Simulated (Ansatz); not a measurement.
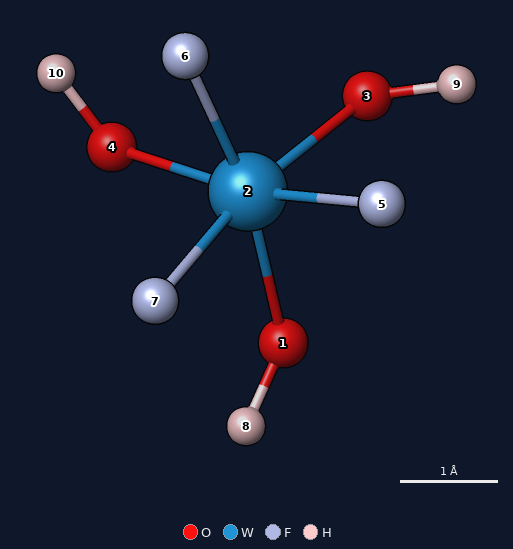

Figure 1. The structure as given in the input (ball-and-stick view, seen on its broad side; atoms are numbered from 1 in the order of the input). Sticks mark near contacts. Bond lengths as drawn: F–W 1.88 Å, H–O 0.96 Å and O–W 1.86 Å.

**Molecular dynamics, with input and output: WH₃O₃F₃ (part 1 of 2)**

WH₃O₃F₃, computed with RKS BLYP/def2-SVP (Ansatz 0.2.0).

The geometry comes from this level: PBE0-D4/def2-TZVP. Figures and captions count atoms from 1; the log counts them from 0 in places.

The program's output
```
Functional definition: BLYP
  name "BLYP"
  cite "Becke, Phys. Rev. A 38, 3098 (1988) doi:10.1103/PhysRevA.38.3098"
  cite "Lee, Yang & Parr, Phys. Rev. B 37, 785 (1988) doi:10.1103/PhysRevB.37.785"
  parameter beta = 0.0042
  parameter a = 0.04918
  parameter b = 0.132
  parameter c = 0.2533
  parameter d = 0.349
  exchange = b88_x(beta = beta)
  correlation = lyp_c(a = a, b = b, c = c, d = d)
1354 factors; their error is unknown
mean field evaluation 1: about -16135.2589 eV, gradient 1.2e2 eV
mean field evaluation 2: about -15838.6907 eV, gradient 3.6e2 eV
mean field evaluation 4: about -16156.7244 eV, gradient 4.9e1 eV
mean field evaluation 8: about -16160.6808 eV, gradient 2.0e-1 eV
mean field evaluation 16: about -16160.6195 eV, gradient 3.4e-4 eV
mean field -16160.61951633 eV, -593.8918131638 hartree, gradient 2.0e-5 eV, S^2 0.000000; 0 other end points of the search recorded, 0 dependent functions left out
the calculation of the forces begins
reference -16160.61994170 eV, -593.8918287959 hartree; 34, 34 occupied and 97, 97 virtual orbitals, 1354 factors
md step     0: t =     0.00 fs  T =   450.0 K  F+E_penalty+E_count = -16160.61951633 eV  E_kin = 0.581670 eV  (32 SCF iters)
these checks for a lower state are left out or cut short: starts, cluster_reference, orbital_swaps, neighbouring_geometries, increment
1354 factors; their error is unknown
mean field -16160.60312275 eV, -593.8912107108 hartree, gradient 1.6e-5 eV, S^2 0.000000; 0 other end points of the search recorded, 0 dependent functions left out
[... from here on the field's lines of each further geometry are left out, up to the last ...]
md step     1: t =     1.00 fs  T =   423.5 K  F+E_penalty+E_count = -16160.60312275 eV  E_kin = 0.547371 eV  (32 SCF iters)
md step     2: t =     2.00 fs  T =   437.2 K  F+E_penalty+E_count = -16160.60484554 eV  E_kin = 0.565140 eV  (33 SCF iters)
md step     3: t =     3.00 fs  T =   425.1 K  F+E_penalty+E_count = -16160.60393776 eV  E_kin = 0.549542 eV  (32 SCF iters)
md step     4: t =     4.00 fs  T =   402.1 K  F+E_penalty+E_count = -16160.57651746 eV  E_kin = 0.519713 eV  (32 SCF iters)
md step     5: t =     5.00 fs  T =   397.7 K  F+E_penalty+E_count = -16160.55451873 eV  E_kin = 0.514076 eV  (34 SCF iters)
md step     6: t =     6.00 fs  T =   389.6 K  F+E_penalty+E_count = -16160.55197196 eV  E_kin = 0.503589 eV  (33 SCF iters)
md step     7: t =     7.00 fs  T =   413.8 K  F+E_penalty+E_count = -16160.56426338 eV  E_kin = 0.534896 eV  (34 SCF iters)
md step     8: t =     8.00 fs  T =   375.2 K  F+E_penalty+E_count = -16160.56301825 eV  E_kin = 0.485009 eV  (35 SCF iters)
md step     9: t =     9.00 fs  T =   351.8 K  F+E_penalty+E_count = -16160.53339158 eV  E_kin = 0.454716 eV  (34 SCF iters)
md step    10: t =    10.00 fs  T =   327.1 K  F+E_penalty+E_count = -16160.50952087 eV  E_kin = 0.422773 eV  (34 SCF iters)
md step    11: t =    11.00 fs  T =   300.5 K  F+E_penalty+E_count = -16160.51969024 eV  E_kin = 0.388465 eV  (34 SCF iters)
md step    12: t =    12.00 fs  T =   301.7 K  F+E_penalty+E_count = -16160.52515123 eV  E_kin = 0.389940 eV  (33 SCF iters)
md step    13: t =    13.00 fs  T =   280.1 K  F+E_penalty+E_count = -16160.49537473 eV  E_kin = 0.362115 eV  (33 SCF iters)
md step    14: t =    14.00 fs  T =   296.8 K  F+E_penalty+E_count = -16160.47344991 eV  E_kin = 0.383632 eV  (34 SCF iters)
md step    15: t =    15.00 fs  T =   297.8 K  F+E_penalty+E_count = -16160.48921429 eV  E_kin = 0.384880 eV  (34 SCF iters)
md step    16: t =    16.00 fs  T =   317.6 K  F+E_penalty+E_count = -16160.51579330 eV  E_kin = 0.410572 eV  (34 SCF iters)
md step    17: t =    17.00 fs  T =   313.7 K  F+E_penalty+E_count = -16160.49111401 eV  E_kin = 0.405502 eV  (34 SCF iters)
md step    18: t =    18.00 fs  T =   263.2 K  F+E_penalty+E_count = -16160.42859633 eV  E_kin = 0.340148 eV  (34 SCF iters)
md step    19: t =    19.00 fs  T =   262.2 K  F+E_penalty+E_count = -16160.42094036 eV  E_kin = 0.338948 eV  (35 SCF iters)
the calculation of the forces begins
reference -16160.46630432 eV, -593.8861827262 hartree; 34, 34 occupied and 97, 97 virtual orbitals, 1354 factors
1354 factors; their error is unknown
mean field evaluation 192: about -16159.1694 eV, gradient 2.6e1 eV
mean field -16160.46587292 eV, -593.8861668726 hartree, gradient 1.7e-5 eV, S^2 0.000000; 1 other end points of the search recorded, 0 dependent functions left out
the calculation of the forces begins
reference -16160.46630432 eV, -593.8861827262 hartree; 34, 34 occupied and 97, 97 virtual orbitals, 1354 factors
md step    20: t =    20.00 fs  T =   302.6 K  F+E_penalty+E_count = -16160.46587292 eV  E_kin = 0.391156 eV  (36 SCF iters)
```

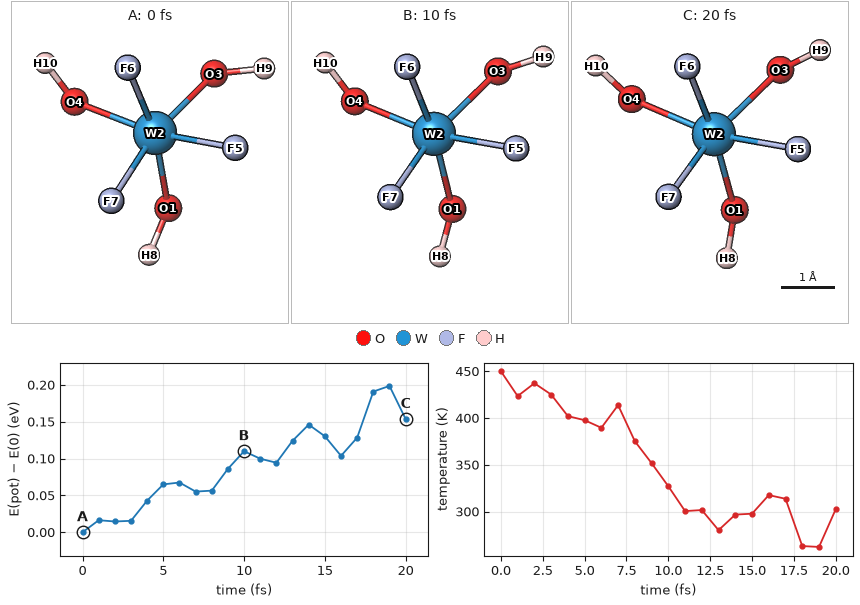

Figure 2. Frames of the molecular dynamics (ball-and-stick, seen on its broad side) above the curves, on which the letters mark them. The trajectory kept here has 21 frames over 20 fs. The temperature starts at 450 K, ranges from 262 to 450 K and averages 297 K over the second half. The potential energy ends 0.154 eV above its first value. After an unweighted best fit of the last frame on the first, the root-mean-square displacement is 0.20 Å, and H8 has moved furthest (0.33 Å).

```
Total energy: -16160.46630432 eV, -593.8861827262 hartree
Atom 0 at    -0.890330    -1.605710    -0.098922 Å, force     1.241271     1.527806     0.100328 eV/Å
Atom 1 at    -0.135098     0.147904     0.013643 Å, force     0.949622    -0.589964     1.884140 eV/Å
Atom 2 at     1.166610    -0.453058     1.410696 Å, force    -0.766632     0.653687    -1.950539 eV/Å
Atom 3 at     1.101541     0.009579    -1.418525 Å, force    -0.819945    -1.006371     0.400707 eV/Å
Atom 4 at    -1.125471     0.594314     1.596263 Å, force    -0.013527     0.238820    -0.451566 eV/Å
Atom 5 at     0.438506     1.984509     0.002352 Å, force    -0.033217    -0.403000     0.345421 eV/Å
Atom 6 at    -1.588137     0.892877    -0.962619 Å, force    -0.058549    -0.411028     0.023528 eV/Å
Atom 7 at    -1.552321    -2.164059    -0.493744 Å, force    -0.854491    -0.615763    -0.513011 eV/Å
Atom 8 at     1.139962    -0.026427     2.281350 Å, force    -0.111861     0.060413     0.420902 eV/Å
Atom 9 at     1.657591     0.635175    -1.890541 Å, force     0.467330     0.545399    -0.259911 eV/Å
Dipole moment:     0.195464    -0.416289    -0.279587 e Å
```

Trajectory as extended XYZ (Å, eV, eV/Å), 21 frames, from step=0 to step=20
```
10
Properties=species:S:1:pos:R:3:forces:R:3 step=0 time_fs=0.0 energy=-16160.61952 temperature=450.0
O    -0.8487   -1.5154   -0.2626    0.0188  -0.9945   0.1957
W    -0.1174    0.1732    0.0371    0.0032  -0.0071  -0.0039
O     1.1408   -0.4889    1.2431    0.9310  -0.3678   0.1610
O     1.0537    0.0189   -1.4054    0.3553  -0.5606  -0.7664
F    -1.0972    0.6065    1.5778   -0.5982   0.2648   0.9741
F     0.4307    1.9678    0.0551    0.3530   1.1187  -0.0027
F    -1.6136    0.7892   -0.9132   -0.9411   0.3678  -0.5952
H    -1.6126   -1.6970   -0.8165   -0.6662  -0.2621  -0.4652
H     1.0123   -0.5617    2.1927   -0.0160  -0.1026   0.8465
H     1.6519    0.7074   -1.7082    0.5603   0.5433  -0.3439
10
Properties=species:S:1:pos:R:3:forces:R:3 step=1 time_fs=1.0 energy=-16160.60312 temperature=423.5
O    -0.8485   -1.5172   -0.2530    0.7216  -0.7461   0.6693
W    -0.1185    0.1725    0.0350    0.1927  -0.0808   0.4121
O     1.1426   -0.4899    1.2507    0.7880  -0.2758   0.2575
O     1.0510    0.0194   -1.4017    0.5977  -0.4304  -0.9582
F    -1.0968    0.6052    1.5769   -0.6006   0.2864   0.9804
F     0.4319    1.9707    0.0536    0.3420   1.0034   0.0185
F    -1.6055    0.7963   -0.9089   -1.1108   0.4161  -0.7074
H    -1.5933   -1.7383   -0.7907   -1.3636  -0.4870  -0.9644
H     1.0224   -0.5328    2.2082    0.0000  -0.0703   0.5740
H     1.6569    0.7090   -1.6994    0.4329   0.3845  -0.2819
10
Properties=species:S:1:pos:R:3:forces:R:3 step=2 time_fs=2.0 energy=-16160.60485 temperature=437.2
O    -0.8485   -1.5202   -0.2423    0.7071  -0.6594   0.6174
W    -0.1197    0.1720    0.0330    0.3659  -0.1816   0.8318
O     1.1446   -0.4914    1.2586    0.6321  -0.1749   0.5393
O     1.0483    0.0194   -1.3980    1.1643   0.0559  -1.3040
F    -1.0962    0.6042    1.5769   -0.6007   0.3099   0.9771
F     0.4333    1.9739    0.0523    0.3283   0.8856   0.0395
F    -1.5977    0.8031   -0.9051   -1.2750   0.4665  -0.8156
H    -1.5863   -1.7799   -0.7728   -1.3233  -0.5178  -0.9306
H     1.0346   -0.5049    2.2274    0.0275  -0.0491   0.1051
H     1.6689    0.7177   -1.6936   -0.0262  -0.1349  -0.0600
10
Properties=species:S:1:pos:R:3:forces:R:3 step=3 time_fs=3.0 energy=-16160.60394 temperature=425.1
O    -0.8487   -1.5237   -0.2304   -0.0286  -0.8684   0.0476
W    -0.1209    0.1716    0.0313    0.5147  -0.2778   1.2413
O     1.1465   -0.4929    1.2666    0.4882  -0.0562   0.8821
O     1.0455    0.0187   -1.3943    1.7929   0.5995  -1.6785
F    -1.0959    0.6028    1.5772   -0.6003   0.3359   0.9686
F     0.4350    1.9778    0.0509    0.3098   0.7584   0.0598
F    -1.5905    0.8103   -0.9019   -1.4242   0.5124  -0.9148
H    -1.5910   -1.8227   -0.7651   -0.5496  -0.2359  -0.3743
H     1.0472   -0.4780    2.2477    0.0488  -0.0541  -0.4223
H     1.6816    0.7280   -1.6932   -0.5517  -0.7137   0.1905
10
Properties=species:S:1:pos:R:3:forces:R:3 step=4 time_fs=4.0 energy=-16160.57652 temperature=402.1
O    -0.8490   -1.5282   -0.2188   -0.8350  -1.1646  -0.5792
W    -0.1221    0.1711    0.0298    0.6334  -0.3852   1.6198
O     1.1486   -0.4943    1.2758    0.3621   0.0806   1.0103
O     1.0429    0.0176   -1.3910    2.1980   0.9088  -1.9335
F    -1.0960    0.6008    1.5777   -0.5956   0.3595   0.9519
F     0.4356    1.9817    0.0489    0.2930   0.6327   0.0796
F    -1.5843    0.8175   -0.8993   -1.5401   0.5421  -0.9930
H    -1.5987   -1.8652   -0.7619    0.3068   0.1594   0.2439
H     1.0588   -0.4514    2.2641    0.0452  -0.0795  -0.7415
H     1.6898    0.7328   -1.6943   -0.8678  -1.0538   0.3417
10
Properties=species:S:1:pos:R:3:forces:R:3 step=5 time_fs=5.0 energy=-16160.55452 temperature=397.7
O    -0.8499   -1.5339   -0.2074   -1.3771  -1.3673  -1.0277
W    -0.1234    0.1703    0.0284    0.7171  -0.4963   1.9593
O     1.1515   -0.4949    1.2863    0.2472   0.2080   0.7096
O     1.0411    0.0183   -1.3885    2.2318   0.8288  -1.9807
F    -1.0966    0.5989    1.5784   -0.5767   0.3730   0.9142
F     0.4352    1.9853    0.0466    0.2751   0.5066   0.1011
F    -1.5796    0.8248   -0.8978   -1.6020   0.5432  -1.0367
H    -1.6040   -1.9051   -0.7569    0.9124   0.4994   0.6868
H     1.0707   -0.4262    2.2716    0.0101  -0.0931  -0.6477
H     1.6932    0.7262   -1.6919   -0.8378  -1.0022   0.3219
10
Properties=species:S:1:pos:R:3:forces:R:3 step=6 time_fs=6.0 energy=-16160.55197 temperature=389.6
O    -0.8513   -1.5400   -0.1966   -1.5601  -1.4004  -1.2165
W    -0.1247    0.1693    0.0269    0.7976  -0.5833   2.2448
O     1.1556   -0.4946    1.2975    0.1323   0.3010   0.0671
O     1.0412    0.0203   -1.3868    1.9513   0.4713  -1.8495
F    -1.0975    0.5980    1.5789   -0.5457   0.3752   0.8571
F     0.4343    1.9892    0.0443    0.2507   0.3670   0.1202
F    -1.5765    0.8318   -0.8976   -1.6078   0.5188  -1.0466
H    -1.6036   -1.9404   -0.7450    1.1640   0.6891   0.8704
H     1.0847   -0.4011    2.2719   -0.0436  -0.0714  -0.2237
H     1.6923    0.7130   -1.6881   -0.5387  -0.6673   0.1766
10
Properties=species:S:1:pos:R:3:forces:R:3 step=7 time_fs=7.0 energy=-16160.56426 temperature=413.8
O    -0.8539   -1.5466   -0.1873   -1.2757  -1.1493  -1.0645
W    -0.1260    0.1681    0.0252    0.8515  -0.6722   2.4968
O     1.1599   -0.4942    1.3093    0.0132   0.3446  -0.7958
O     1.0427    0.0216   -1.3855    1.4284  -0.0735  -1.5946
F    -1.0984    0.5979    1.5799   -0.4990   0.3668   0.7693
F     0.4333    1.9928    0.0419    0.2232   0.2229   0.1354
F    -1.5744    0.8386   -0.8989   -1.5683   0.4765  -1.0269
H    -1.5935   -1.9688   -0.7233    0.9575   0.6247   0.7163
H     1.0977   -0.3725    2.2676   -0.0998  -0.0029   0.4224
H     1.6839    0.6977   -1.6882   -0.0309  -0.1375  -0.0582
```
